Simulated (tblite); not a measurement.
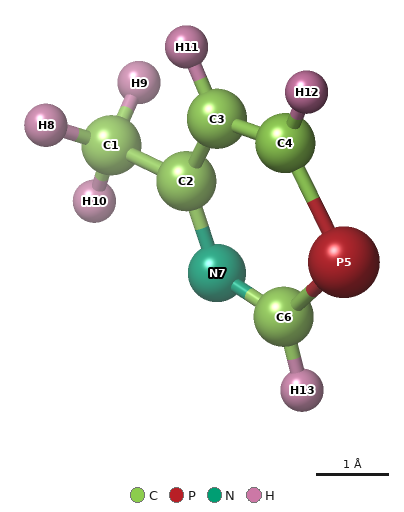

Starting structure of C5H6NP. Style: ball-and-stick. Shown from a free direction.

Level of theory: tblite, GFN2-xTB geometry optimisation, gas phase.

```xyz
13

C     1.9371   -0.4123    0.1289
C     0.4326   -0.1928    0.0708
C    -0.0331    0.9811   -0.4927
C    -1.3920    1.3009   -0.6079
P    -2.7178    0.1821    0.0179
C    -1.6704   -1.1661    0.6466
N    -0.3135   -1.1951    0.6098
H     2.3486   -0.4106   -0.8792
H     2.4089    0.3840    0.7116
H     2.1672   -1.3678    0.6068
H     0.6736    1.7025   -0.8878
H    -1.7040    2.2247   -1.0562
H    -2.1416   -2.0302    1.1136
```

Question: What does the optimiser find from here?

Answer: After 22 geometry steps the energy has fallen by 8.76 kcal/mol. H13 moves most after the best rigid fit: 0.10 Å. By element the largest moves are H 0.10 Å, C 0.10 Å, P 0.06 Å, N 0.04 Å. Near-neighbour distances that change, for instance: C4–P5 1.844 → 1.740 Å, P5–C6 1.819 → 1.745 Å, C6–N7 1.358 → 1.309 Å, C2–N7 1.361 → 1.324 Å. Among the angles between lasting bonds that change: C3–C2–N7 127.0° → 123.7°, P5–C6–N7 125.6° → 128.8°, C4–C3–H11 116.8° → 119.1°.

The structure at the end:

```xyz
13

C     1.9241   -0.4243    0.1380
C     0.4450   -0.1970    0.0806
C    -0.0640    0.9716   -0.4901
C    -1.4112    1.2398   -0.5718
P    -2.6598    0.1779    0.0136
C    -1.6195   -1.0895    0.6120
N    -0.3118   -1.1544    0.5937
H     2.3471   -0.4212   -0.8654
H     2.4072    0.3679    0.7083
H     2.1277   -1.3809    0.6100
H     0.6410    1.6927   -0.8829
H    -1.7290    2.1700   -1.0291
H    -2.1012   -1.9519    1.0654
```

The end point in the same view:

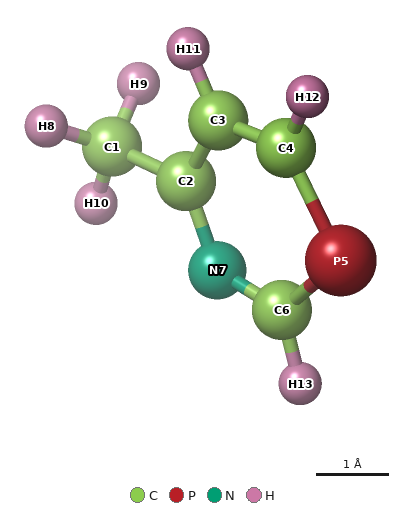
